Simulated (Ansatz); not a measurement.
Ta3 (charge +1)

```xyz
3

Ta   -0.0131    1.3813   -0.4542
Ta    1.2004   -0.7556    0.3204
Ta   -1.1873   -0.6257    0.1339
```

Geometry: PBE-D4/def2-TZVP; core potentials replace the inner electrons of Ta.

The calculation used RKS PBE0-D4/def2-TZVP in Ansatz 0.2.0.

**Predict the electron density and electron localisation function between the atoms.**

Ta–Ta (2.40 Å): ρ is about 0.75 e/Å³ halfway; the ELF is about 0.35 at the midpoint.
Ta–Ta (2.58 Å): ρ is about 0.61 e/Å³ halfway; the ELF is about 0.45 at the midpoint.

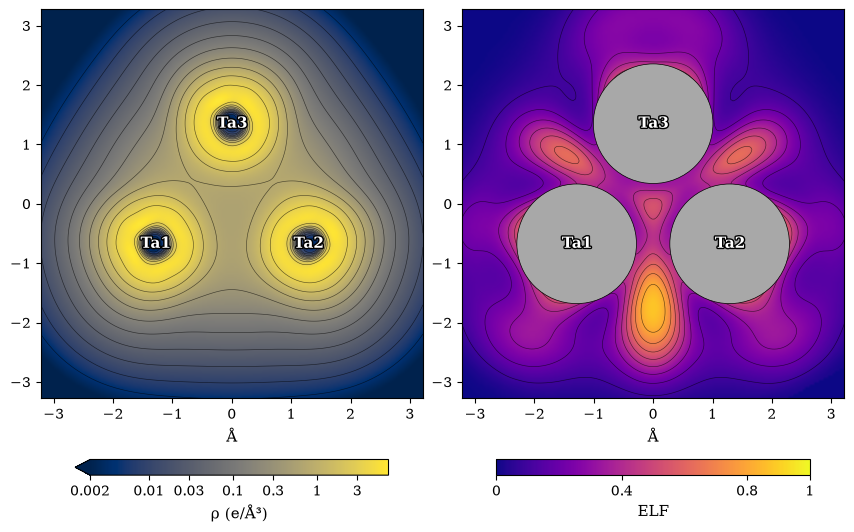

Computed electron density and electron localisation function on the molecular plane, in this order. Grey discs cover the atomic cores in the ELF map. 
